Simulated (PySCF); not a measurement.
# C$_{5}$H$_{13}$OPSi$_{2}$: what the fields show

```xyz
22

C    -3.0325    0.0170    0.6065
C    -1.5432    0.2110    0.5070
O    -1.0093    1.2689    0.7881
C    -0.7474   -0.9181   -0.0063
C     0.6607   -0.8606    0.5640
Si    1.4884    0.8084    0.0891
C     3.3376    0.4336   -0.1991
P     0.6818    1.2582   -1.9960
Si   -0.6105   -0.5441   -1.9139
H    -3.4101   -0.4872   -0.2792
H    -3.2475   -0.6091    1.4716
H    -3.5317    0.9740    0.7351
H    -1.2434   -1.8734    0.1659
H     0.6237   -0.9734    1.6489
H     1.2506   -1.6913    0.1740
H     1.4019    1.9118    1.0425
H     3.4866   -0.2950   -0.9908
H     3.8646    1.3370   -0.4859
H     3.8082    0.0510    0.7004
H    -0.3079    2.1212   -1.5702
H    -1.9629   -0.3998   -2.4607
H     0.0317   -1.7208   -2.5046
```

Geometry: GFN2-xTB.

Level of theory: PBE0/pcSseg-1, SCF density, gas phase, non-relativistic in PySCF 2.14.0.

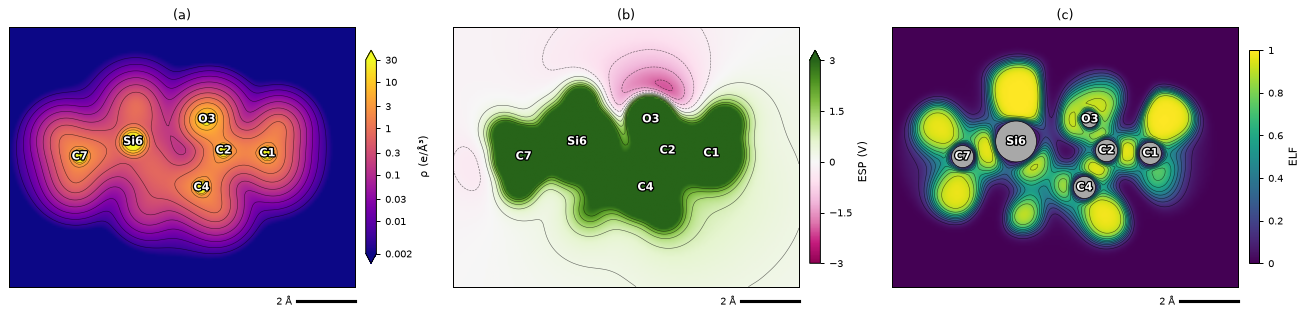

Figure 1. (a) total electron density; (b) electrostatic potential; (c) electron localisation function on the plane of atoms O3, C2 and C4. Grey discs cover the atomic cores in the ELF map.

Q: Describe what can be read from this map.

A: Atoms in the plane: C, O and Si.
C–O (1.22 Å): the density is about 3.2 e/Å³ at the midpoint; the ELF peaks at about 0.85 between the atoms: a multiple bond.
C–C (1.47 Å): ρ is about 1.8 e/Å³ halfway; the ELF peaks at about 0.95 between the atoms: localised, covalent bonding.
C–Si (1.91 Å): ρ is about 0.91 e/Å³ halfway; the ELF peaks at about 0.95 between the atoms, as expected for localised, covalent bonding.
C–C (1.51 Å): ρ at the midpoint is about 1.7 e/Å³; the ELF peaks at about 0.95 between the atoms; a covalent bond.
The ELF also peaks beside O3, away from the bonds: lone-pair regions.
Outside the dense part of the molecule the potential is most negative (−2.0 V) near O3.

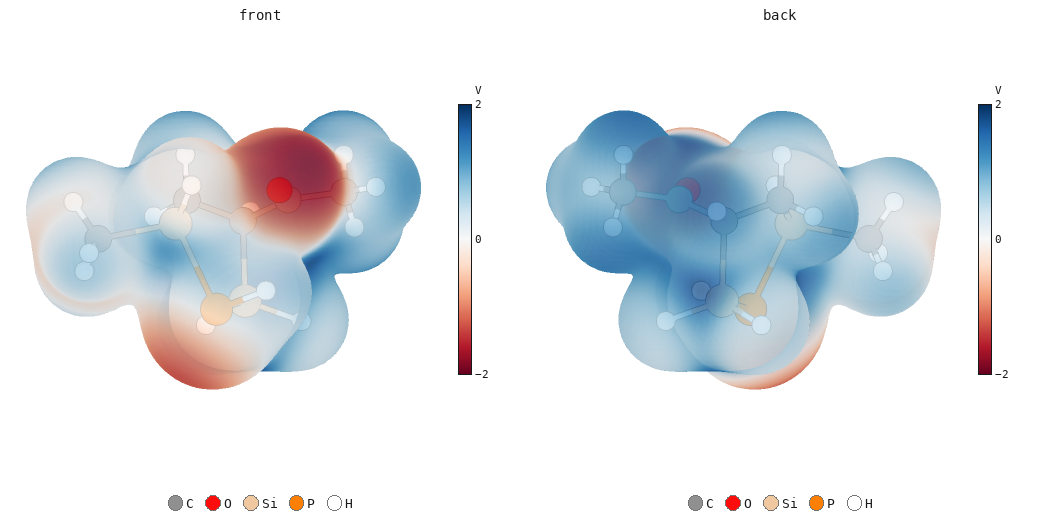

Figure 2. The electrostatic potential painted on the density surface at 0.004 e/bohr³, seen from the front and from behind; red is negative and blue positive.

Q: Which sites attract a positive test charge, and which a negative one?

A: A positive charge is drawn to the negative regions and a negative charge to the positive ones. The most negative region (about −1.7 V) lies over O3, the most positive (about +1.7 V) over C2 and Si9. O3 is the likeliest acceptor of a hydrogen bond.

Q: How polar is the molecule by this calculation?

A: Its dipole moment is 3.47 D.
